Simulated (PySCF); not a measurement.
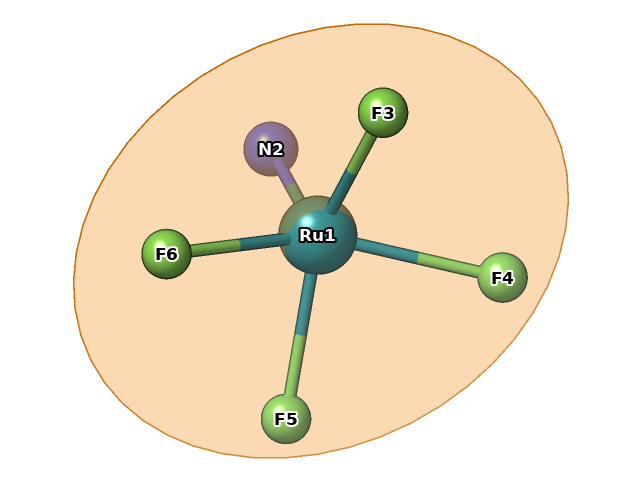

A disc through the centre of mass is drawn in. Atoms fade into the background with distance from the viewer. Charge −1, singlet. The geometry was computed by an optimisation with PBE0-D3(BJ)/def2-SVP. No frequency run is at hand to confirm it as a minimum. Other spin states may lie lower.

### Is the plane of the disc a mirror plane of the structure?

No. The point group is C4v, with 1 C4 axis and 4 mirror planes, and this plane isn't one of its mirror planes.
